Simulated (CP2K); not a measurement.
**GFN0-xTB run of BSiNH6 (SMILES NB[SiH3])**

What is the energy change on altering one bond length of BSiNH6 at GFN0-xTB? 

The results are computed with CP2K 2026.2.

3 further runs of the same task are left out: 1 that didn't finish, 2 set aside as unsound or not needed.

## Step 1: The molecule

BSiNH6: 9 atoms, total charge 0, spin state singlet. SMILES: `NB[SiH3]`. The shape is that of a GFN2-xTB optimisation.

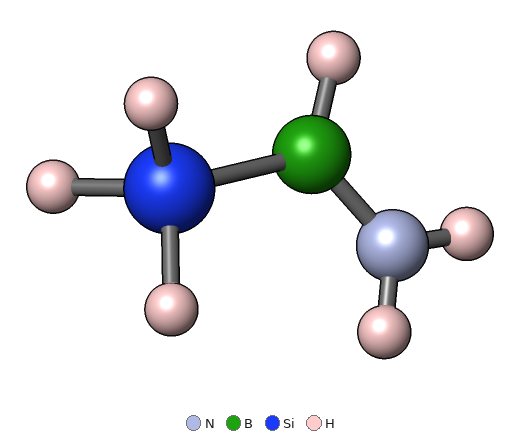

The structure, seen from a chosen angle (nitrogen light blue, boron green, silicon blue, hydrogen pink).

## Step 2: Energy and forces at GFN0-xTB

File gas.inp:

```
&FORCE_EVAL
   METHOD QUICKSTEP
   &DFT
      &QS
         METHOD XTB
         EPS_DEFAULT 1.0E-10
         &XTB
            GFN_TYPE 0
            CHECK_ATOMIC_CHARGES F
         &END XTB
      &END QS
      &POISSON
         PERIODIC NONE
         POISSON_SOLVER ANALYTIC
      &END POISSON
      &SCF
         SCF_GUESS ATOMIC
         EPS_SCF 1.0E-06
         MAX_SCF 150
         ADDED_MOS 4
         &DIAGONALIZATION
            ALGORITHM STANDARD
         &END DIAGONALIZATION
         &MIXING
            METHOD DIRECT_P_MIXING
            ALPHA 0.4
         &END MIXING
         &SMEAR ON
            METHOD FERMI_DIRAC
            ELECTRONIC_TEMPERATURE [K] 300
         &END SMEAR
      &END SCF
      ! extra output
      &PRINT
         &MOMENTS
            PERIODIC F
            REFERENCE COM
            MAX_MOMENT 1
         &END MOMENTS
         &MO ON
            ENERGIES T
            OCCUPATION_NUMBERS T
            NDIGITS 6
            &EACH
               QS_SCF 0
            &END EACH
            ADD_LAST NUMERIC
         &END MO
         &HIRSHFELD OFF
         &END HIRSHFELD
      &END PRINT
   &END DFT
   &SUBSYS
      &CELL
         ABC 19.3 20 19.8
         PERIODIC NONE
      &END CELL
      &COORD
         SCALED T
         N    0.43355855   0.54199075   0.42897626
         B    0.47886269   0.54496525   0.48286515
         Si   0.50991917   0.46292075   0.52785152
         H    0.41463575   0.49903275   0.40978131
         H    0.41535907   0.58239225   0.40418131
         H    0.49640829   0.59897325   0.49953485
         H    0.49135907   0.40102675   0.49136667
         H    0.58536425   0.45777225   0.53767778
         H    0.48053005   0.45303475   0.59581869
      &END COORD
   &END SUBSYS
   ! extra output
   &PRINT
      &FORCES ON
      &END FORCES
   &END PRINT
&END FORCE_EVAL

&GLOBAL
   PROJECT gas
   RUN_TYPE ENERGY_FORCE
   PRINT_LEVEL MEDIUM
&END GLOBAL
```

The run is started by

```console
OMP_NUM_THREADS=1 cp2k.psmp -i gas.inp > gas.out 2>&1
```

Standard output, shortened:

```text
CP2K| version string:                                       CP2K version 2026.2
[...]
 GLOBAL| Method name                                                        CP2K
[...]
 GLOBAL| Run type                                                   ENERGY_FORCE
[...]
                             - Atoms:                                          9
[...]
                             - Spherical basis functions:                     29
[...]
 Number of electrons:                                                         18
[...]
  Fermi energy:                                                -0.30238793847025
[...]
 TB_DIPOLE| Moment [Debye]         -1.27244522       1.46870548      -1.74621018
 TB_DIPOLE| Derivative [a.u.]       0.00000000       0.00000000       0.00000000
[...]
 ENERGY| Total FORCE_EVAL ( QS ) energy [hartree]             -9.424427399275118
 FORCES| Atomic forces [hartree/bohr]
 FORCES|   Atom     x               y               z               |f|
 FORCES|      1 -6.35509597E-03 -2.15757717E-03 -7.69292423E-03   1.02089895E-02
 FORCES|      2 -1.85469922E-03 -5.52857988E-03 -1.76061441E-03   6.09137651E-03
 FORCES|      3  1.25295176E-03 -4.80660258E-03  2.34663288E-03   5.49363289E-03
 FORCES|      4  2.01504481E-03  4.60463923E-03  2.09374008E-03   5.44489261E-03
 FORCES|      5  2.00532890E-03 -4.51601721E-03  2.69423716E-03   5.62802535E-03
 FORCES|      6  4.43561241E-03  5.44727560E-03  5.06593367E-03   8.66089793E-03
 FORCES|      7  3.93747924E-04  3.81769289E-03  1.03706198E-03   3.97558976E-03
 FORCES|      8 -3.22658262E-03  1.53477610E-03 -5.98632788E-04   3.62280751E-03
 FORCES|      9  1.33369200E-03  1.60439302E-03 -3.18543436E-03   3.80786073E-03
 FORCES| Sum    -9.19403442E-17 -1.16226473E-16  9.54097912E-17
 FORCES| Total atomic force                                       1.76251661E-16
[...]
```

Wall time 0.4 s (1 thread of Arm Neoverse N1, shared host); peak memory 0.14 GiB.

## Step 3: The distorted shape at the same level

File qs.inp:

```
&GLOBAL
  PROJECT_NAME qs
  RUN_TYPE ENERGY_FORCE
  PRINT_LEVEL MEDIUM
&END

&FORCE_EVAL
  METHOD Quickstep
  &DFT
    CHARGE 0
    MULTIPLICITY 1
    &QS
      METHOD XTB
      EPS_DEFAULT 1.0E-10
      &XTB
        GFN_TYPE 0
        CHECK_ATOMIC_CHARGES F
      &END
    &END
    &POISSON
      PERIODIC NONE
      POISSON_SOLVER ANALYTIC
    &END
    &SCF
      SCF_GUESS ATOMIC
      EPS_SCF 1.0E-06
      MAX_SCF 150
      ADDED_MOS 4
      &DIAGONALIZATION
        ALGORITHM STANDARD
      &END
      &MIXING
        METHOD DIRECT_P_MIXING
        ALPHA 0.4
      &END
      &SMEAR ON
        METHOD FERMI_DIRAC
        ELECTRONIC_TEMPERATURE [K] 300
      &END
    &END
    &PRINT
      &MOMENTS
        PERIODIC F
        REFERENCE COM
        MAX_MOMENT 1
      &END
      &MO ON
        ENERGIES T
        OCCUPATION_NUMBERS T
        NDIGITS 6
        &EACH
          QS_SCF 0
        &END
        ADD_LAST NUMERIC
      &END
      &HIRSHFELD OFF
      &END
    &END
  &END
  &SUBSYS
    &CELL
      ABC [angstrom] 19.5 20 19.9
      PERIODIC NONE
    &END
    &COORD
      SCALED T
      N    0.43985831   0.54199075   0.43227646
      B    0.48469779   0.54496525   0.48589455
      Si   0.51543574   0.46292075   0.53065485
      H    0.40989297   0.47325935   0.40171952
      H    0.42184549   0.58239225   0.40760611
      H    0.50206344   0.59897325   0.50248048
      H    0.49706600   0.40102675   0.49435334
      H    0.59010703   0.45777225   0.54043173
      H    0.48634805   0.45303475   0.59828048
    &END
  &END
  &PRINT
    &FORCES ON
    &END
  &END
&END
```

The run is started by

```console
OMP_NUM_THREADS=1 cp2k.psmp -i qs.inp -o qs.out
```

Standard output, shortened:

```text
CP2K| version string:                                       CP2K version 2026.2
[...]
 GLOBAL| Method name                                                        CP2K
[...]
 GLOBAL| Run type                                                   ENERGY_FORCE
[...]
                             - Atoms:                                          9
[...]
                             - Spherical basis functions:                     29
[...]
 Number of electrons:                                                         18
[...]
  Fermi energy:                                                -0.36509521407826
[...]
 TB_DIPOLE| Moment [Debye]         -0.84420630       1.49050322      -1.22487808
 TB_DIPOLE| Derivative [a.u.]       0.00000000       0.00000000       0.00000000
[...]
 ENERGY| Total FORCE_EVAL ( QS ) energy [hartree]             -9.346595451511318
 FORCES| Atomic forces [hartree/bohr]
 FORCES|   Atom     x               y               z               |f|
 FORCES|      1 -1.45828854E-02 -3.89437275E-02 -1.50121212E-02   4.42112908E-02
 FORCES|      2 -1.21148885E-02 -1.35789904E-02 -1.38593341E-02   2.28744540E-02
 FORCES|      3  1.89660502E-03 -6.79003302E-03  3.59883027E-03   7.91537986E-03
 FORCES|      4  2.80897957E-02  6.78753520E-02  2.90320870E-02   7.89871009E-02
 FORCES|      5 -2.99555514E-03 -1.99271612E-02 -2.16524100E-03   2.02670514E-02
 FORCES|      6  1.86593760E-03  3.11501442E-03  2.10489045E-03   4.19709445E-03
 FORCES|      7 -5.03310520E-04  4.47272320E-03 -1.51809250E-04   4.50351200E-03
 FORCES|      8 -3.04645558E-03  1.87752297E-03 -4.70211291E-04   3.60930503E-03
 FORCES|      9  1.39075675E-03  1.89929945E-03 -3.07709083E-03   3.87427809E-03
 FORCES| Sum     4.98732999E-18 -3.81639165E-17  1.46150453E-16
 FORCES| Total atomic force                                       1.51133427E-16
[...]
```

It took 0.4 s on 1 thread of Arm Neoverse N1, shared host; peak memory 0.14 GiB.

## Step 4: What came out

Level: GFN0-xTB.

| quantity | value |
| --- | --- |
| first shape: total energy | -9.42443 Eh |
| first shape: dipole moment (from atomic charges alone) | 2.61 D |
| first shape: HOMO energy | -10.64 eV |
| first shape: LUMO energy | -7.33 eV |
| first shape: HOMO–LUMO gap | 3.31 eV |
| first shape: dispersion energy | -5.19 kJ/mol |
| first shape: largest force on an atom | 0.525 eV/Å |
| distorted shape: total energy | -9.34660 Eh |
| distorted shape: dipole moment (from atomic charges alone) | 2.11 D |
| distorted shape: HOMO energy | -10.67 eV |
| distorted shape: LUMO energy | -9.19 eV |
| distorted shape: HOMO–LUMO gap | 1.48 eV |
| distorted shape: dispersion energy | -5.49 kJ/mol |
| distorted shape: largest force on an atom | 4.062 eV/Å |
| energy change with the N1–H4 bond stretched from 1.008 to 1.613 Å | 2.118 eV |

With the N1–H4 bond stretched from 1.008 to 1.613 Å the energy rises by 2.12 eV (204 kJ/mol). The first shape isn't relaxed at this level, so the change isn't measured from a minimum. The largest force (first shape) is 0.52 eV/Å: the shape isn't a stationary point for this species at this level. The dipole (first shape) comes from point charges on the atoms alone, without atomic dipoles, so it is partial. The dipole (distorted shape) comes from point charges on the atoms alone, without atomic dipoles, so it is partial.
